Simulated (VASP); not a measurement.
Band structure of MnF$_{2}$ (rutile). Method: TPSS meta-GGA, VASP's PBE PAW potentials (set 64) (plane waves; VASP 6.6.1).

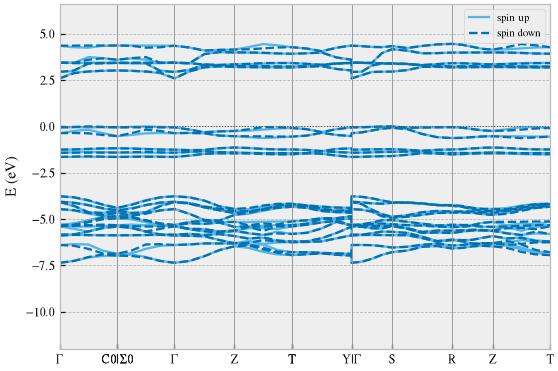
Fig. 1. Bands along high-symmetry lines, zero at the valence-band maximum or, without a gap, the Fermi level

### Question
Read the plot: is there a gap, and where are the band edges?

### Answer
The gap is indirect, 2.59 eV, from the valence maximum at S to the conduction minimum at Γ.

The compound is MnF2 in the rutile structure. It was relaxed first.
